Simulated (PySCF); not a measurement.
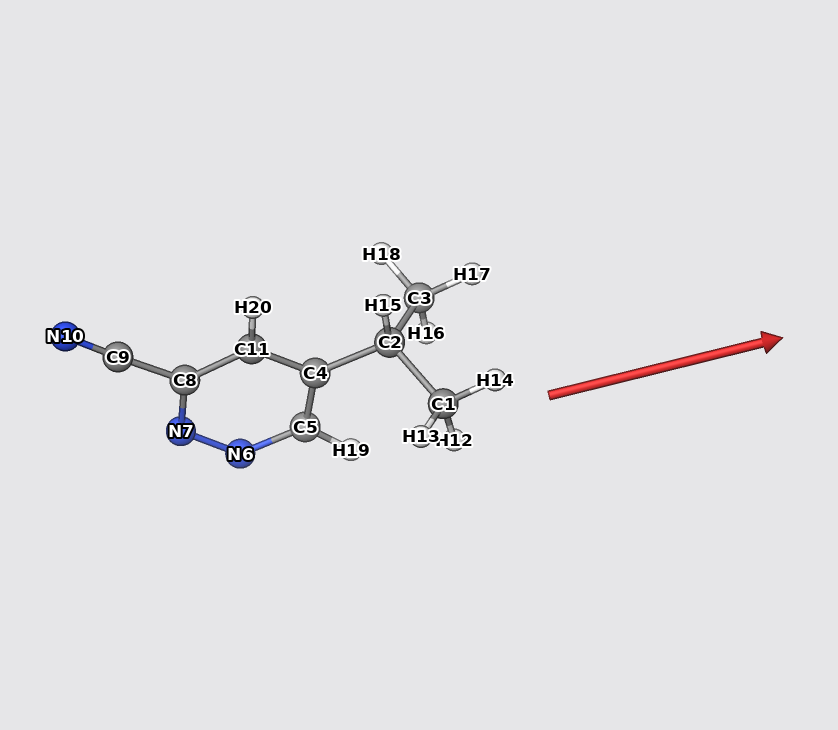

The arrow beside the molecule shows the direction of the dipole moment, from the negative to the positive end (its length means nothing). Computed geometry: GFN2-xTB optimisation. No frequency run is at hand to confirm it as a minimum. Method: PBE0/pcSseg-1, gas phase (PySCF 2.14.0).

Q: Estimate the dipole moment.

A: 7.04 D; it points from the side of N10 to the side of H14, H17 (the outermost atoms at the two ends).
